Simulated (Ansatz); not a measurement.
H₂O₃Zr

```csv
atom,x (Å),y (Å),z (Å)
Zr,-0.3268,0.4322,0.3736
O,-0.8032,0.4615,-1.5501
O,-1.2223,-0.8224,1.2418
O,1.6182,0.3146,0.7368
H,-1.4051,-0.0854,-2.0749
H,2.1392,-0.3005,1.2728
```

Geometry: PBE-D4/def2-TZVP; core potentials replace the inner electrons of Zr.

These are results of Ansatz 0.2.0, RKS PBE0-D4/def2-TZVP, not measurements.

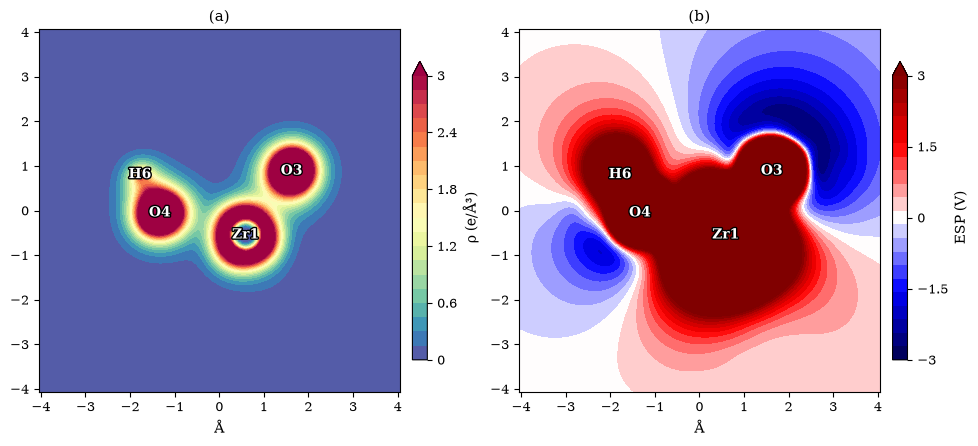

Figure 1. (a) electron density; (b) electrostatic potential on the plane of atoms O3, Zr1 and O4.

What do the fields say about this system?

Answer.
- Atoms in the plane: Zr, O and H.
- Zr–O (1.77 Å): ρ at the midpoint is about 1.5 e/Å³.
- O–H (0.97 Å): ρ is about 3.7 e/Å³ halfway.
- Zr–O (1.98 Å): ρ is about 0.84 e/Å³ halfway.
- Outside the dense part of the molecule the potential is most negative (−2.7 V) near O3.

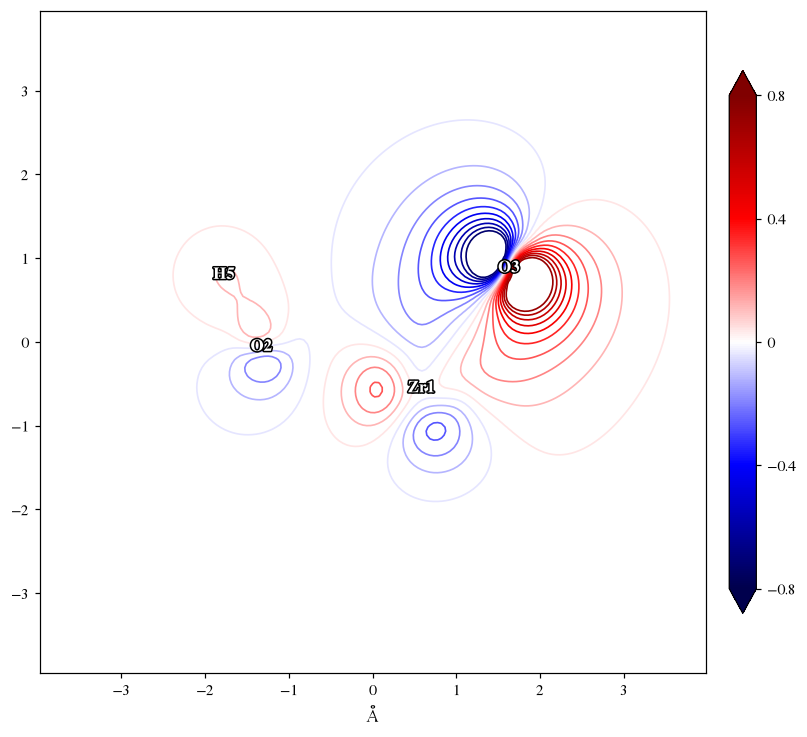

Figure 2. The HOMO−1 on the plane of atoms Zr1, O2 and H5 (values in Å⁻³ᐟ²; the overall sign is arbitrary).

Where does this orbital lie, and at what energy?

Answer. It lies mainly on O3 (about 75 %) and Zr1 (about 20 %). Its energy is −8.21 eV.
